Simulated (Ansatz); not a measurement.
Starting cell, ZnS (wurtzite):

```xyz
4
Lattice="3.8451 0.0000 0.0000 -1.9226 3.3300 0.0000 0.0000 0.0000 6.3057" Properties=species:S:1:pos:R:3 pbc="T T T"
Zn     1.9226     1.1100     6.3047
Zn     0.0000     2.2200     3.1519
S      1.9226     1.1100     3.9432
S      0.0000     2.2200     0.7904
```

In this cell atom 1 (Zn, nearest neighbour S at 2.357 Å; its periodic images, 3.8 Å or more away, move with it) is moved by s along Cartesian z, unit vector (0.000, 0.000, 1.000); all other atoms and the cell stay fixed.

Computed with PBE (plane waves to 420 eV, PAW, scalar-relativistic; Ansatz, a first-principles code). k mesh 8×8×4 (Γ-centred), Fermi-Dirac smearing 0.05 eV. E stands for the smeared free energy. Left out: 1 of 11 points, with atoms too close for the PAW data. ZnS was relaxed with its symmetry unable to fall. The zero of ΔE is the undisplaced structure.

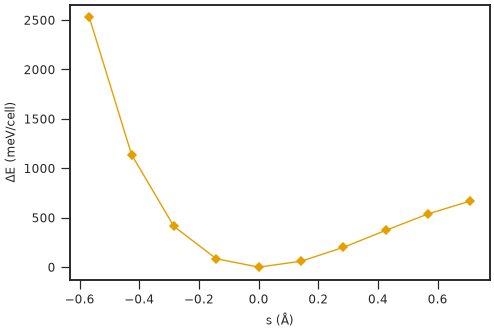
Fig. 1. ΔE (meV/cell) against s (Å); computed points joined by lines.

Q: Is the energy the same for displacements of ±0.568 Å, and if not, which side lies higher?

A: Not even: the negative side lies higher at ±0.568 Å.

Q: What is the energy change at s = 0.710 Å?

A: About 670 meV/cell.

(A displaced cell: forces are minus the slopes of the energy, force constants its curvatures, and phonons follow from these.)
